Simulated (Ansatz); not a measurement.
The starting structures come from a database of crystals and need not be the phases stable at ambient conditions.

 Where the default PAW files enter, the runs use the earlier of Ansatz's two default sets.

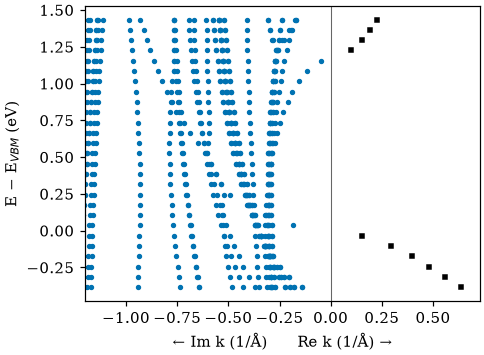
Figure: Complex bands at the centre of the two-dimensional zone; PBEsol (Ansatz, a first-principles code)

The gap is the functional's own. No spin-orbit coupling. Mid-gap values are interpolated on the energy grid.

Question: This is WO$_{3}$ (P-42_1m, not sure to be the ambient phase, 16 atoms a cell, 14.0 Å³ an atom, -2 GPa at this level) along the normal of (111). Read off the slowest decay at the centre of the two-dimensional zone at 0.59 eV, the computed energy nearest the middle of the gap.

Answer: κ ≈ 0.27 1/Å, a decay length 1/(2κ) of the density of 1.8 Å.
